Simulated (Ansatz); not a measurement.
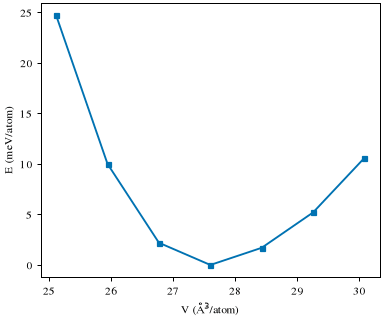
Figure: TiTe$_{2}$ (CdI2 type, P-3m1) under volume change, plane-wave PAW r²SCAN+D4 (Ansatz code), shape and atoms relaxed at each volume.

Question: What does a third-order Birch–Murnaghan fit give for V₀, B₀ and B′?

Answer: V₀ = 27.67 Å³/atom, B₀ = 22.9 GPa, B′ = 11.2.

The r²SCAN+D4 relaxation kept the symmetry of its start; of distortions, only those at the zone centre were tested. The run is not spin-polarised. Spin–orbit coupling is left out wherever it is not named.

Potentials: the later of the program's two PAW sets.
